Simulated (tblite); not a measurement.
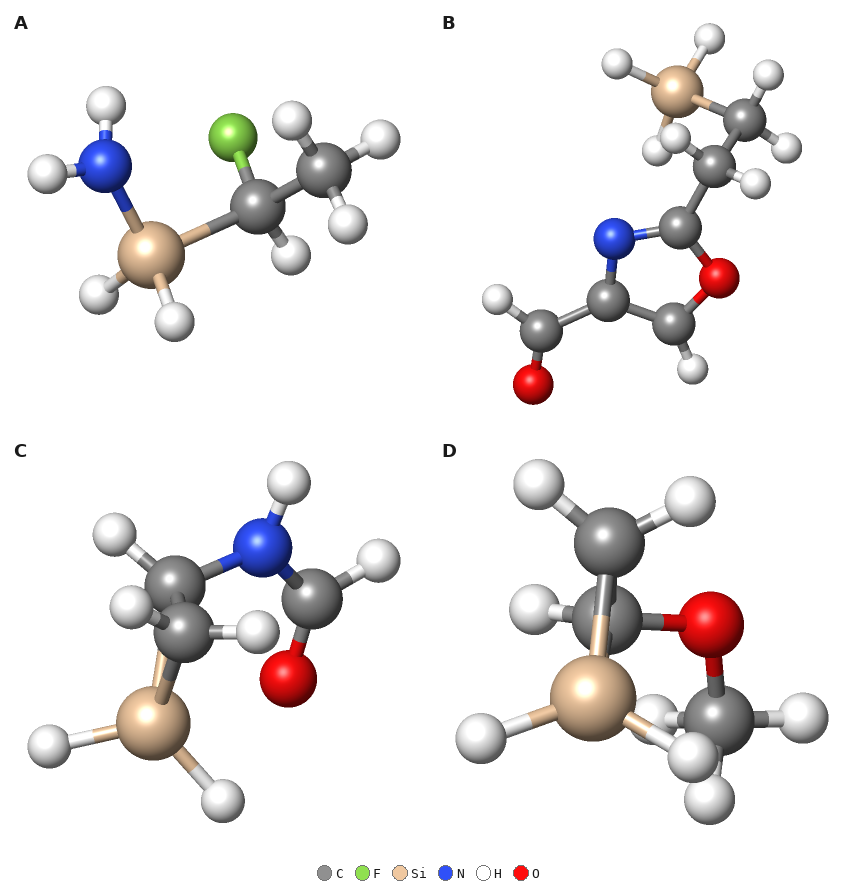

Figure made from data computed with tblite.

```xyz
13
charge 0, multiplicity 1
O     1.6473    1.4524    0.0972
C     1.8984    0.3433   -0.3217
N     1.0987   -0.7184   -0.1902
C    -0.1654   -0.6147    0.4683
C    -1.4168   -0.4978   -0.4238
Si   -1.0383    1.0669    0.5718
H     2.8375    0.1176   -0.8571
H     1.3605   -1.6018   -0.6039
H    -0.2447   -1.3405    1.2729
H    -2.2247   -1.1751   -0.1824
H    -1.2099   -0.4997   -1.4862
H    -1.7946    1.1976    1.8090
H    -0.7523    2.2708   -0.1717
```

> Which picture belongs to the input above?

C. The file holds C3H7NOSi, `O=CN[C@@H]1C[SiH2]1`.
